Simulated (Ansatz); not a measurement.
A series of calculations on CH$_{4}$FOSi

## 1. Relaxation

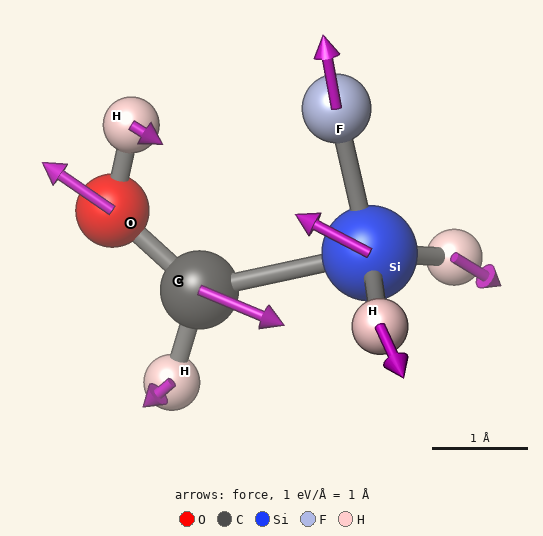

Starting geometry of CH$_{4}$FOSi (charge +1) with the computed forces as purple arrows. A ball-and-stick model, seen at a tilt.

The run prepares an end point of a later path (torsion) calculation, from a guessed geometry.

These are results of RKS PBE0/def2-SVP in Ansatz, not measurements. Set-up: no spin polarisation; force threshold 0.015 eV/Å; at most 40 steps.

> What follows when this structure is relaxed?

It isn't relaxed: the largest force vector, on the C atom, is 0.99 eV/Å. The final displacements follow the starting forces only in part (cosine between the two patterns 0.34). The energy falls by 10.8 kJ/mol in 7 geometry steps. The largest force component goes from 0.8 to 0.0048 eV/Å. The atom that moves furthest after the best rigid fit is an H atom (0.18 Å). Largest moves by element: H 0.18 Å, F 0.16 Å, Si 0.06 Å, C 0.05 Å, O 0.04 Å. Some distances before and after: H–Si 1.447 → 1.476 Å, F–Si 1.604 → 1.630 Å, C–O 1.240 → 1.252 Å, C–H 1.095 → 1.105 Å. Bond angles that change, for instance: H–Si–H 127.0° → 119.7°, Si–C–H 123.5° → 129.7°, O–C–Si 123.2° → 117.2°.

## 2. Relaxation

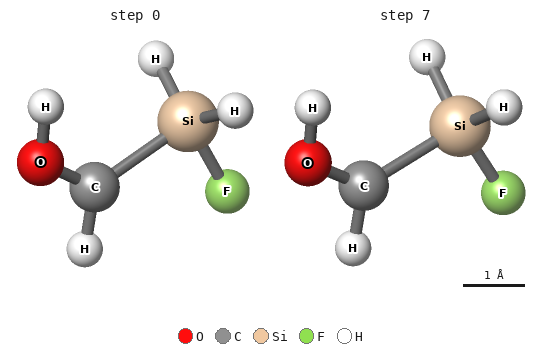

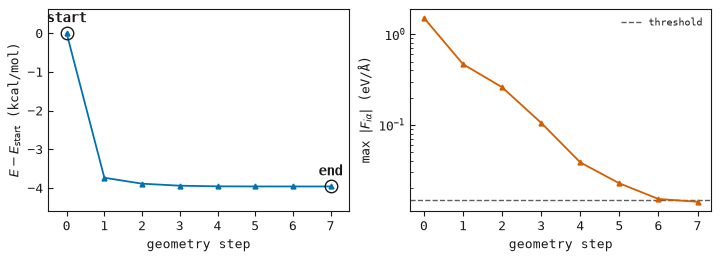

First and last geometry of a relaxation of CH4FOSi (charge +1), with the history of the run. The picture is a ball-and-stick view, seen at a tilt.

The run prepares an end point of a later path (torsion) calculation, from a guessed geometry.

Computed with RKS PBE0/def2-SVP in Ansatz 0.2.0. Set-up: no spin polarisation; force threshold 0.015 eV/Å; at most 40 steps.

Q: Read the history and describe the run.

A: It converged. The atom that moves furthest after the best rigid fit is the F atom (0.12 Å). Largest moves by element: F 0.12 Å, Si 0.10 Å, H 0.06 Å, O 0.05 Å, C 0.03 Å. Near-neighbour distances that change, for instance: H–Si 1.446 → 1.480 Å, C–O 1.240 → 1.255 Å, C–H 1.095 → 1.107 Å, H–O 0.991 → 0.981 Å. Bond angles that change, for instance: H–Si–H 127.0° → 117.2°, C–Si–F 94.0° → 100.9°, O–C–Si 123.2° → 128.9°. After 7 geometry steps the energy has fallen by 3.96 kcal/mol. The largest force component goes from 1.5 to 0.014 eV/Å. Cost: 16 s on 1 thread of Intel(R) Xeon(R) Platinum 8559C (Emerald Rapids), on a shared host, peak memory 0.16 GiB.

```
step  E − E(0), kcal/mol  largest force component, eV/Å
   0                0.00                         1.5161
   1               -3.73                         0.4682
   2               -3.89                         0.2605
   3               -3.94                         0.1054
   4               -3.96                         0.0386
   5               -3.96                         0.0227
   6               -3.96                         0.0153
   7               -3.96                         0.0142
```

## 3. Path

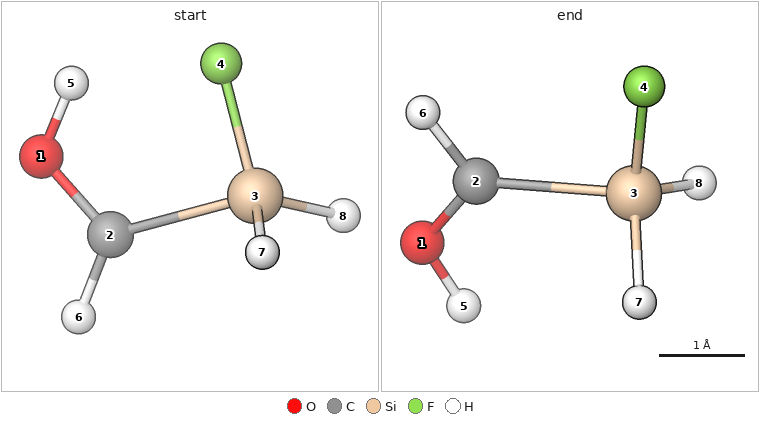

The two relaxed end points of a path for CH4FOSi (charge +1). Style: ball-and-stick. Shown at a tilt.

All numbers below come from RKS PBE0/def2-SVP in Ansatz.

Set-up: 9 movable images; climbing image; force threshold 0.05 eV/Å; iteration limit 54.

Start:
```xyz
8

O    -0.7327    1.5201   -0.3024
C     0.0592    0.8979    0.4408
Si    0.3581   -0.9921    0.0461
F    -0.6629   -0.9584   -1.2237
H    -1.1090    0.9372   -1.0138
H     0.4886    1.5287    1.2394
H     1.7672   -1.1525   -0.3634
H    -0.1686   -1.7808    1.1771
```

End:
```xyz
8

O    -0.1643    1.7490    0.5857
C    -0.3921    0.8065   -0.2112
Si    0.2417   -1.0513   -0.1362
F    -0.4677   -1.6655   -1.4307
H     0.4053    1.5414    1.3572
H    -1.0419    1.1346   -1.0458
H     1.7126   -0.9403   -0.2598
H    -0.2935   -1.5744    1.1408
```

> What barrier does the band find between them, and by what path?

The highest point, image 5, lies 27.1 kJ/mol above the start and 3.7 kJ/mol above the end; the end is at +23.4 kJ/mol relative to the start. The motion is a rotation about the C2–Si3 bond by about 180°. No bond forms or breaks between the ends. Bond angles that change up to the highest image, for instance: O1–C2–Si3 117.2° → 125.6°, Si3–C2–H6 129.7° → 123.3°. The band converged in 13 iterations, with a climbing image at the top.

Energies of the converged images:

| image | path (Å) | E (kJ/mol) |
| --- | --- | --- |
| 0 | 0.00 | 0.0 |
| 1 | 0.49 | 4.2 |
| 2 | 0.98 | 13.1 |
| 3 | 1.47 | 21.1 |
| 4 | 1.95 | 25.8 |
| 5 | 2.44 | 27.1 |
| 6 | 2.99 | 26.0 |
| 7 | 3.54 | 24.5 |
| 8 | 4.10 | 23.4 |
| 9 | 4.65 | 23.2 |
| 10 | 5.20 | 23.4 |

The geometry at the top of the path:

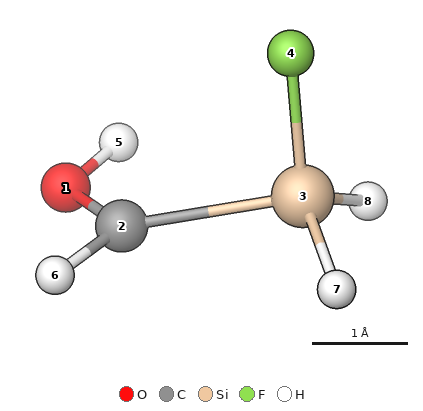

Cost: 3.2 min on 1 thread of Intel(R) Xeon(R) Platinum 8559C (Emerald Rapids), on a shared host, peak memory 0.17 GiB.
